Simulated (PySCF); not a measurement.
## Electronic structure of C$_{3}$H$_{6}$F$_{2}$SSi$_{2}$ in real space

```yaml
atoms:
  - { symbol: C, position_ang: [2.1013, -1.2573, 1.9783] }
  - { symbol: C, position_ang: [1.5386, -0.7578, 0.7490] }
  - { symbol: C, position_ang: [1.0696, -0.3564, -0.2876] }
  - { symbol: Si, position_ang: [0.3427, 0.3396, -1.8210] }
  - { symbol: F, position_ang: [-0.6057, -0.8068, -2.4461] }
  - { symbol: S, position_ang: [-0.8992, 2.0400, -1.3624] }
  - { symbol: Si, position_ang: [-2.5600, 1.1094, -0.4023] }
  - { symbol: F, position_ang: [-3.4753, 2.3204, 0.1085] }
  - { symbol: H, position_ang: [2.5534, -0.4381, 2.5368] }
  - { symbol: H, position_ang: [1.3209, -1.7139, 2.5865] }
  - { symbol: H, position_ang: [2.8643, -2.0042, 1.7609] }
  - { symbol: H, position_ang: [1.2550, 0.7515, -2.8613] }
  - { symbol: H, position_ang: [-2.1368, 0.3997, 0.7881] }
  - { symbol: H, position_ang: [-3.3694, 0.3737, -1.3495] }
```

Geometry: GFN2-xTB.

All numbers below come from PySCF 2.14.0, CAM-B3LYP/def2-SVPD, SCF density, gas phase.

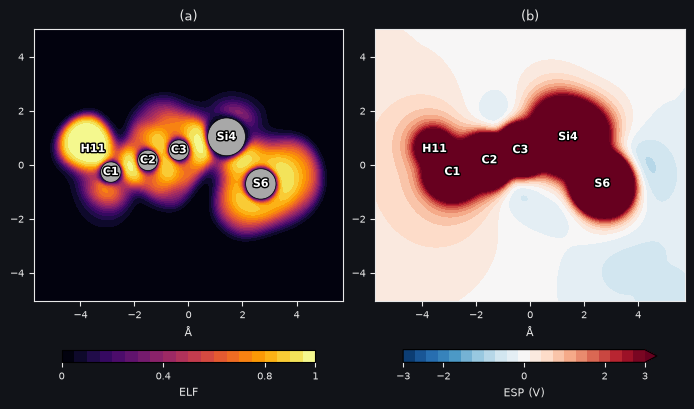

Figure 1. (a) electron localisation function; (b) electrostatic potential on the plane of atoms C3, Si4 and S6. Grey discs cover the atomic cores in the ELF map.

Interpret the plot.

Answer.
- The plane passes through C, Si, S and H nuclei.
- C–C (1.21 Å): the ELF peaks at about 0.85 between the atoms (a short, multiple covalent bond).
- C–Si (1.83 Å): the ELF peaks at about 0.95 between the atoms; a covalent bond.
- Si–S (2.15 Å): the ELF peaks at about 0.90 between the atoms: a shared electron pair.
- C–H (1.09 Å): the ELF climbs to about 1 towards the hydrogen, as it does in any bond to H (an ordinary covalent bond to hydrogen).
- The ELF also peaks beside S6, away from the bonds: lone-pair regions.
- Outside the dense part of the molecule the potential is most negative (−0.8 V) near S6.

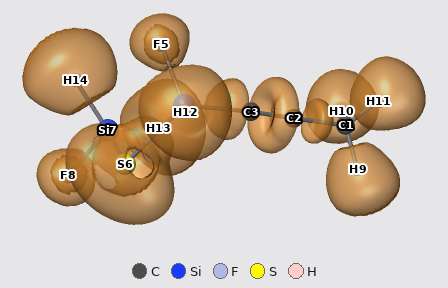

Figure 2. Isosurface of the electron localisation function at 0.8 (orange), seen from one side. Core shells and regions of very low density are left out.

Identify the bonds, lone pairs and shells in this picture.

Answer. At this value the surface marks out two regions between bonded C–C atoms (shared pairs), one region between bonded C–Si atoms (shared pairs), six regions around hydrogen nuclei, one region on S in which the atom's valence shell and bonds are merged and two regions wrapped around F (its lone pairs, merged into a ring or cap). Profiles from the grid: Si–F (1.60 Å): the ELF peaks at about 0.85 in the valence shell of F, 0.6 Å from its nucleus, and is about 0.45 at the midpoint.

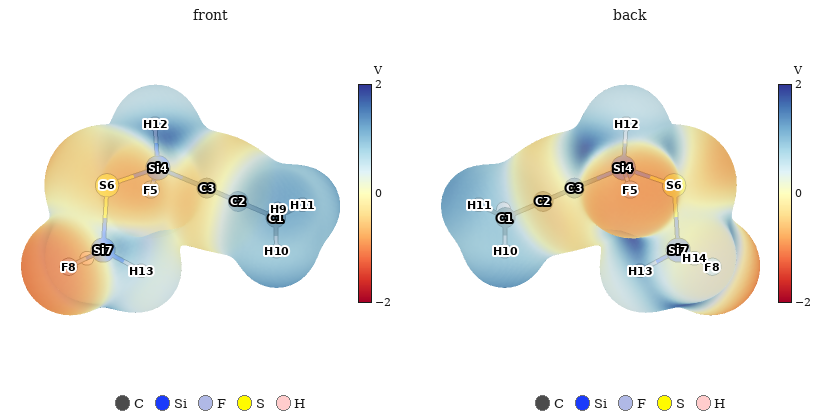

Figure 3. The electrostatic potential painted on the density surface at 0.002 e/bohr³, seen from the front and from behind; red is negative and blue positive.

Which sites attract a positive test charge, and which a negative one?

Answer. A positive charge is drawn to the negative regions and a negative charge to the positive ones. The most negative region (about −1.1 V, or −25 kcal/mol for a unit charge) lies over F8, the most positive (about +1.7 V, or +39 kcal/mol for a unit charge) over Si4 and Si7.
